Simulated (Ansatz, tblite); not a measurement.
**In(IMe)F3 (C5H8F3InN2): rung by rung**

Aim: run the singlet of In(IMe)F3 (C5H8F3InN2) at one geometry on many levels, and compare frontier levels, spin and run time.

Computed with Ansatz 0.2.0, Gaussian basis. Level: as each input shows.

Levels to be run: GFN1-xTB, GFN2-xTB, PBE-D4/def2-TZVP, r2SCAN-D4/def2-TZVP, B2PLYP/def2-TZVP, ωB97M-V/def2-TZVP, PBE-D4/def2-SVP, PBE0-D4/def2-SVP, MP2/def2-SVP.

3 further runs of the same task are left out: 3 set aside as unsound or not needed.

**1. The geometry**

The geometry is that of the singlet, from an earlier relaxation (PBE-D4/def2-SVP).

19 atoms, charge 0, spin multiplicity 1.

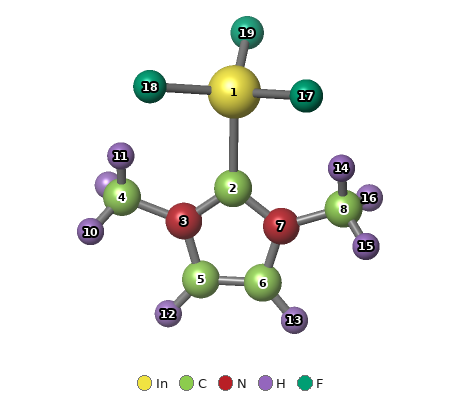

The geometry (indium yellow, carbon green, nitrogen red, hydrogen purple, fluorine teal); atoms are numbered from 1 in the order of the file.

In takes a core potential in the def2 sets. No spin-orbit coupling is included.

PBE0-D4/def2-TZVP was run before; its log isn't repeated, and its numbers join the tables.

**2. GFN1-xTB**

Tight binding, by tblite at 300 K electronic temperature and without a spin-polarisation term:

```python
tblite.interface.Calculator('GFN1-xTB', numbers, positions, charge=0, uhf=0).singlepoint()
```

Energy -1041.3168 eV, HOMO -11.86 eV, LUMO -7.67 eV; 0.012 s.

**3. GFN2-xTB**

Tight binding, by tblite at 300 K electronic temperature and without a spin-polarisation term:

```python
tblite.interface.Calculator('GFN2-xTB', numbers, positions, charge=0, uhf=0).singlepoint()
```

Energy -984.6366 eV, HOMO -11.84 eV, LUMO -7.77 eV; 0.008 s.

**4. PBE-D4/def2-TZVP**

start.molden holds the orbitals of an earlier run on this state, given as this run's starting guess.

in.yaml

```yaml
crystal:
  periodic: [false, false, false]
  atoms:
    - {symbol: In, position_ang: [-0.008636, -0.030139, -2.413655]}
    - {symbol: C, position_ang: [-0.031391, -0.008906, -0.175778]}
    - {symbol: N, position_ang: [-0.299128, 1.050609, 0.628378]}
    - {symbol: C, position_ang: [-0.640988, 2.382855, 0.128893]}
    - {symbol: C, position_ang: [-0.187804, 0.682378, 1.958961]}
    - {symbol: C, position_ang: [0.167233, -0.645979, 1.972291]}
    - {symbol: N, position_ang: [0.261335, -1.045374, 0.649445]}
    - {symbol: C, position_ang: [0.630729, -2.379628, 0.175524]}
    - {symbol: H, position_ang: [-1.733792, 2.550879, 0.200343]}
    - {symbol: H, position_ang: [-0.112634, 3.145906, 0.730707]}
    - {symbol: H, position_ang: [-0.309697, 2.451684, -0.930496]}
    - {symbol: H, position_ang: [-0.355024, 1.386713, 2.779480]}
    - {symbol: H, position_ang: [0.369075, -1.324647, 2.806545]}
    - {symbol: H, position_ang: [0.979991, -2.289304, -0.876465]}
    - {symbol: H, position_ang: [1.449390, -2.777235, 0.804059]}
    - {symbol: H, position_ang: [-0.240334, -3.062051, 0.232063]}
    - {symbol: F, position_ang: [1.380004, -1.457285, -2.710390]}
    - {symbol: F, position_ang: [0.441397, 1.901968, -2.756139]}
    - {symbol: F, position_ang: [-1.759756, -0.532456, -3.203746]}
basis:
  gaussian: {orbitals: def2-TZVP, initial_orbitals: start.molden}
hamiltonian: {xc: pbe, dispersion: d4}
scf: {omitted_lower_state_checks: [starts]}
output: {orbitals: {seedname: orbitals}}
```

Launch:

```bash
$ ansatz run in.yaml --threads 4 --pin off --events-out ev --progress --plain --max-ram 6963MiB
```

The log of the run:

```text
Functional definition: PBE
  name "PBE"
  cite "Perdew, Burke & Ernzerhof, Phys. Rev. Lett. 77, 3865 (1996) doi:10.1103/PhysRevLett.77.3865"
  parent pbe
  parameter kappa = 0.804
  parameter beta = 0.06672455060314922
  exchange = pbe_x(kappa = kappa, mu = beta*pi^2/3)
  correlation = pbe_c(beta = beta)
these checks for a lower state are left out or cut short: starts
2418 factors; their error is unknown
mean field evaluation 1: about -21611.3191 eV, gradient 1.5e1 eV
mean field evaluation 2: about -21611.6112 eV, gradient 3.1e-1 eV
mean field evaluation 4: about -21611.5746 eV, gradient 1.3e-3 eV
mean field -21611.57457965 eV, -794.2107169508 hartree, gradient 9.3e-6 eV, S^2 0.000000; 0 other end points of the search recorded, 0 dependent functions left out
reference -21611.57466347 eV, -794.2107200312 hartree; 50, 50 occupied and 358, 358 virtual orbitals, 2418 factors
Total energy: -21612.13044882 eV, -794.2311447659 hartree
Checks for a lower state left out: starts
```

Run time: 8 s. Hardware: 4 threads of Arm Neoverse V2, shared host; peak memory 0.91 GiB.

HOMO -7.17 eV, LUMO -2.11 eV.

**5. r2SCAN-D4/def2-TZVP**

Changes to in.yaml since step 4:

```diff
@@ -24,3 +24,3 @@
   gaussian: {orbitals: def2-TZVP, initial_orbitals: start.molden}
-hamiltonian: {xc: pbe, dispersion: d4}
+hamiltonian: {xc: r2scan, dispersion: d4}
 scf: {omitted_lower_state_checks: [starts]}
```

Launched as before.

The log of the run:

```text
Functional definition: r2SCAN
  name "r2SCAN"
  cite "Furness, Kaplan, Ning, Perdew & Sun, J. Phys. Chem. Lett. 11, 8208 (2020) doi:10.1021/acs.jpclett.0c02405"
  cite "Furness, Kaplan, Ning, Perdew & Sun, J. Phys. Chem. Lett. 11, 9248 (2020) doi:10.1021/acs.jpclett.0c03077"
  parent r2scan
  parameter k0 = 0.174
  parameter k1 = 0.065
  parameter a1 = 4.9479
  exchange = r2scan_x(k0 = k0, k1 = k1, a1 = a1)
  correlation = r2scan_c
these checks for a lower state are left out or cut short: starts
2418 factors; their error is unknown
mean field evaluation 1: about -21623.4270 eV, gradient 7.7e0 eV
mean field evaluation 2: about -21623.5139 eV, gradient 9.8e-2 eV
mean field evaluation 4: about -21623.4882 eV, gradient 6.4e-4 eV
mean field -21623.48820787 eV, -794.6485347125 hartree, gradient 1.6e-5 eV, S^2 0.000000; 0 other end points of the search recorded, 0 dependent functions left out
reference -21623.48823683 eV, -794.6485357767 hartree; 50, 50 occupied and 358, 358 virtual orbitals, 2418 factors
Total energy: -21623.63969617 eV, -794.6541018049 hartree
Checks for a lower state left out: starts
```

Wall time 16 s (4 threads of Arm Neoverse V2, shared host); peak memory 0.96 GiB.

HOMO -7.36 eV, LUMO -1.97 eV.

**6. B2PLYP/def2-TZVP**

Changes to in.yaml since step 5:

```diff
@@ -24,4 +24,4 @@
   gaussian: {orbitals: def2-TZVP, initial_orbitals: start.molden}
-hamiltonian: {xc: r2scan, dispersion: d4}
+hamiltonian: {xc: {name: B2PLYP}}
 scf: {omitted_lower_state_checks: [starts]}
-output: {orbitals: {seedname: orbitals}}
+output: {forces: true}
```

Same command.

The log of the run, shortened:

```text
Functional definition: B2PLYP
  name "B2PLYP"
  cite "Grimme, J. Chem. Phys. 124, 034108 (2006) doi:10.1063/1.2148954"
  cite "Becke, Phys. Rev. A 38, 3098 (1988) doi:10.1103/PhysRevA.38.3098"
  cite "Lee, Yang & Parr, Phys. Rev. B 37, 785 (1988) doi:10.1103/PhysRevB.37.785"
[...]
2904 factors; integrals over basis functions are off by at most 1.2e-3 eV
[...]
mean field -21592.35804282 eV, -793.5045222476 hartree, gradient 2.7e-6 eV, S^2 0.000000; 0 other end points of the search recorded, 0 dependent functions left out
14 core orbitals not correlated: weight in the atoms' cores, before any rotation towards them, 1.000 or more for the frozen orbitals, at most 0.000 for the correlated occupied ones
reference -21592.35828936 eV, -793.5045313077 hartree; 36, 36 occupied and 358, 358 virtual orbitals, 2904 factors
second order -74.06556629 eV of doubles, -0.00000000 eV of singles
[...]
Atom 10 at    -0.309697     2.451684    -0.930496 Å, force    -0.239511     0.048637     0.735268 eV/Å
Atom 11 at    -0.355024     1.386713     2.779480 Å, force     0.106530    -0.443293    -0.511706 eV/Å
Atom 12 at     0.369075    -1.324647     2.806545 Å, force    -0.125474     0.429106    -0.519669 eV/Å
Atom 13 at     0.979991    -2.289304    -0.876465 Å, force    -0.199245    -0.151703     0.732193 eV/Å
Atom 14 at     1.449390    -2.777235     0.804059 Å, force    -0.445255     0.246665    -0.335067 eV/Å
Atom 15 at    -0.240334    -3.062051     0.232063 Å, force     0.473685     0.403777    -0.015500 eV/Å
Atom 16 at     1.380004    -1.457285    -2.710390 Å, force    -0.343328     0.426872    -0.010715 eV/Å
Atom 17 at     0.441397     1.901968    -2.756139 Å, force    -0.072428    -0.543482     0.001801 eV/Å
Atom 18 at    -1.759756    -0.532456    -3.203746 Å, force     0.437553     0.125642     0.193239 eV/Å
Dipole moment:     0.004816     0.028108     2.185910 e Å
Checks for a lower state left out: starts
```

Wall time 1.7 min (4 threads of Arm Neoverse V2, shared host); peak memory 2.6 GiB.

**7. ωB97M-V/def2-TZVP**

Changes to in.yaml since step 6:

```diff
@@ -24,4 +24,4 @@
   gaussian: {orbitals: def2-TZVP, initial_orbitals: start.molden}
-hamiltonian: {xc: {name: B2PLYP}}
+hamiltonian: {xc: {name: wB97M-V}}
 scf: {omitted_lower_state_checks: [starts]}
-output: {forces: true}
+output: {orbitals: {seedname: orbitals}}
```

Same command.

The log of the run, shortened:

```text
Functional definition: wB97M-V
  name "wB97M-V"
  cite "Mardirossian & Head-Gordon, J. Chem. Phys. 144, 214110 (2016) doi:10.1063/1.4952647"
  cite "Becke, J. Chem. Phys. 107, 8554 (1997) doi:10.1063/1.475007"
  cite "Vydrov & Van Voorhis, J. Chem. Phys. 133, 244103 (2010) doi:10.1063/1.3521275"
  # Of w^i u^j: cxij and so on, Table III.
[...]
  gx(w, u) = 1 - cx + cx01*u + cx10*w
  gss(w, u) = css00 + css04*u^4 + css10*w + css20*w^2 + css43*w^4*u^3
  gos(w, u) = cos00 + cos10*w + (cos20 + cos21*u)*w^2 + (cos60 + cos61*u)*w^6
[...]
      + integral(e_c_pw_mod_opposite_spin*gos(b97_w_opposite, b97_u_opposite)) + vv10(b, c)
[...]
2454 factors; their error is unknown
585 factors; integrals over basis functions are off by at most 8.5e-6 eV
[...]
mean field -21623.00057147 eV, -794.6306144052 hartree, gradient 1.1e-5 eV, S^2 0.000000; 0 other end points of the search recorded, 0 dependent functions left out
reference -21623.00067131 eV, -794.6306180743 hartree; 50, 50 occupied and 358, 358 virtual orbitals, 2454 factors
Total energy: -21623.00067131 eV, -794.6306180743 hartree
Checks for a lower state left out: starts
```

Wall time 38 s (4 threads of Arm Neoverse V2, shared host); peak memory 2.3 GiB.

Report: HOMO -10.40 eV, LUMO 0.78 eV.

**8. PBE-D4/def2-SVP**

Changes to in.yaml since step 7:

```diff
@@ -23,4 +23,4 @@
 basis:
-  gaussian: {orbitals: def2-TZVP, initial_orbitals: start.molden}
-hamiltonian: {xc: {name: wB97M-V}}
+  gaussian: {orbitals: def2-SVP, initial_orbitals: start.molden}
+hamiltonian: {xc: pbe, dispersion: d4}
 scf: {omitted_lower_state_checks: [starts]}
```

The command is unchanged.

The log of the run:

```text
Functional definition: PBE
  name "PBE"
  cite "Perdew, Burke & Ernzerhof, Phys. Rev. Lett. 77, 3865 (1996) doi:10.1103/PhysRevLett.77.3865"
  parent pbe
  parameter kappa = 0.804
  parameter beta = 0.06672455060314922
  exchange = pbe_x(kappa = kappa, mu = beta*pi^2/3)
  correlation = pbe_c(beta = beta)
these checks for a lower state are left out or cut short: starts
2358 factors; their error is unknown
mean field evaluation 1: about -21591.3794 eV, gradient 2.6e1 eV
mean field evaluation 2: about -21592.1182 eV, gradient 8.8e-1 eV
mean field evaluation 4: about -21592.0057 eV, gradient 3.9e-1 eV
mean field evaluation 8: about -21592.0060 eV, gradient 2.5e-5 eV
mean field -21592.00602691 eV, -793.4915859015 hartree, gradient 2.5e-5 eV, S^2 0.000000; 0 other end points of the search recorded, 0 dependent functions left out
reference -21592.00609153 eV, -793.4915882764 hartree; 50, 50 occupied and 156, 156 virtual orbitals, 2358 factors
Total energy: -21592.56187688 eV, -793.5120130111 hartree
Checks for a lower state left out: starts
```

Run time: 3.6 s. Hardware: 4 threads of Arm Neoverse V2, shared host.

From the report: HOMO -6.80 eV, LUMO -1.95 eV.

**9. PBE0-D4/def2-SVP**

Changes to in.yaml since step 8:

```diff
@@ -24,3 +24,3 @@
   gaussian: {orbitals: def2-SVP, initial_orbitals: start.molden}
-hamiltonian: {xc: pbe, dispersion: d4}
+hamiltonian: {xc: pbe0, dispersion: d4}
 scf: {omitted_lower_state_checks: [starts]}
```

Launched as before.

The log of the run:

```text
Functional definition: PBE0
  name "PBE0"
  cite "Adamo & Barone, J. Chem. Phys. 110, 6158 (1999) doi:10.1063/1.478522"
  cite "Perdew, Burke & Ernzerhof, Phys. Rev. Lett. 77, 3865 (1996) doi:10.1103/PhysRevLett.77.3865"
  parent pbe
  parameter a = 0.25
  parameter kappa = 0.804
  parameter beta = 0.06672455060314922
  exchange = (1 - a)*pbe_x(kappa = kappa, mu = beta*pi^2/3) + a*exact_x
  correlation = pbe_c(beta = beta)
these checks for a lower state are left out or cut short: starts
2409 factors; their error is unknown
mean field evaluation 1: about -21592.0414 eV, gradient 2.5e1 eV
mean field evaluation 2: about -21592.4879 eV, gradient 5.1e-1 eV
mean field evaluation 4: about -21592.5736 eV, gradient 3.9e-1 eV
mean field evaluation 8: about -21592.5739 eV, gradient 9.6e-6 eV
mean field -21592.57392264 eV, -793.5124556846 hartree, gradient 9.6e-6 eV, S^2 0.000000; 0 other end points of the search recorded, 0 dependent functions left out
reference -21592.57397179 eV, -793.5124574910 hartree; 50, 50 occupied and 156, 156 virtual orbitals, 2409 factors
Total energy: -21593.05218910 eV, -793.5300316528 hartree
Checks for a lower state left out: starts
```

Run time: 6.5 s. Hardware: 4 threads of Arm Neoverse V2, shared host; peak memory 1 GiB.

From the report: HOMO -8.24 eV, LUMO -1.07 eV.

**10. MP2/def2-SVP**

Changes to in.yaml since step 9:

```diff
@@ -24,3 +24,3 @@
   gaussian: {orbitals: def2-SVP, initial_orbitals: start.molden}
-hamiltonian: {xc: pbe0, dispersion: d4}
+correlation: {method: mp2}
 scf: {omitted_lower_state_checks: [starts]}
```

Same command.

The log of the run:

```text
Functional definition: HF
  name "HF"
  cite "Fock, Z. Phys. 61, 126 (1930) doi:10.1007/BF01340294"
  parent pbe
  exchange = exact_x
  correlation = 0
these checks for a lower state are left out or cut short: starts
2154 factors; integrals over basis functions are off by at most 1.3e-3 eV
mean field evaluation 1: about -21495.7352 eV, gradient 3.9e1 eV
mean field evaluation 2: about -21497.6937 eV, gradient 2.0e0 eV
mean field evaluation 4: about -21498.1497 eV, gradient 1.4e0 eV
mean field evaluation 8: about -21498.1533 eV, gradient 2.5e-4 eV
mean field -21498.15330621 eV, -790.0425620314 hartree, gradient 4.0e-6 eV, S^2 0.000000; 0 other end points of the search recorded, 0 dependent functions left out
14 core orbitals not correlated: weight in the atoms' cores, before any rotation towards them, 1.000 or more for the frozen orbitals, at most 0.000 for the correlated occupied ones
reference -21498.15330621 eV, -790.0425620314 hartree; 36, 36 occupied and 156, 156 virtual orbitals, 2154 factors
second order -45.22516440 eV of doubles, -0.00000000 eV of singles
Total energy: -21543.37847061 eV, -791.7045561684 hartree
Checks for a lower state left out: starts
```

Run time: 5.5 s. Hardware: 4 threads of Arm Neoverse V2, shared host; peak memory 0.64 GiB.

From the report: Hartree-Fock HOMO -10.38 eV, LUMO 2.49 eV.

**11. Comparison**

```tsv
level	functions	HOMO (eV)	LUMO (eV)	gap (eV)	time
PBE-D4/def2-SVP	206	-6.80	-1.95	4.85	3.6 s
PBE-D4/def2-TZVP	408	-7.17	-2.11	5.06	8 s
r2SCAN-D4/def2-TZVP	408	-7.36	-1.97	5.39	16 s
PBE0-D4/def2-SVP	206	-8.24	-1.07	7.17	6.5 s
PBE0-D4/def2-TZVP	408	-8.25	-1.19	7.05	17 s
ωB97M-V/def2-TZVP	408	-10.40	0.78	11.18	38 s
```

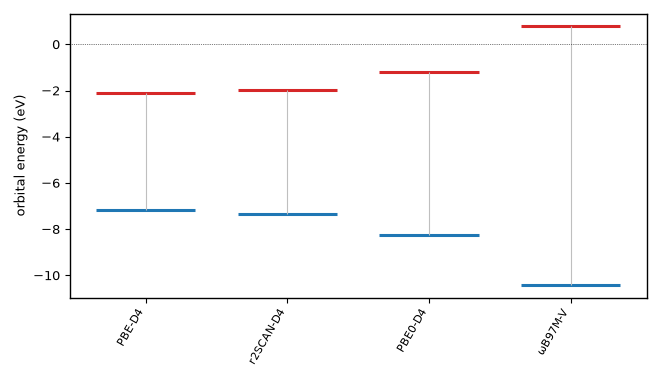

Highest filled (blue) and lowest empty (red) level in def2-TZVP.

The pieces so far (eV):

```tsv
basis	HF	MP2 correlation	total
def2-SVP	-21498.1533	-45.2252	-21543.3785 (MP2)
```

**12. Binding energy**

Free atoms were run apart at each level; binding is atoms less cluster, divided by the number of atoms, without zero-point or spin-orbit terms.

```tsv
level	binding an atom (eV)
HF/def2-SVP	2.994
PBE-D4/def2-SVP	4.443
PBE-D4/def2-TZVP	4.390
r2SCAN-D4/def2-TZVP	4.245
PBE0-D4/def2-SVP	4.310
PBE0-D4/def2-TZVP	4.262
ωB97M-V/def2-TZVP	4.245
MP2/def2-SVP	4.150
```

**13. Summary of results**

| quantity | value |
| --- | --- |
| gap in def2-TZVP, named functionals, smallest and largest | 5.06 eV (PBE-D4), 11.18 eV (ωB97M-V) |
| correlation energy, MP2/def2-SVP | -45.23 eV |
| binding an atom, functionals in def2-TZVP | 4.24 (r2SCAN-D4) to 4.39 eV (PBE-D4) |
| PBE0 total energy, smallest basis above largest | 19.35 eV (def2-SVP, def2-TZVP) |

What this shows: Orbital gaps of the named functionals in def2-TZVP span 5.06 eV (PBE-D4) to 11.18 eV (ωB97M-V); exact exchange widens it.

The slowest run with a step of its own, B2PLYP/def2-TZVP, took 1.7 min; the quickest functional in def2-TZVP took 8 s (shared host).
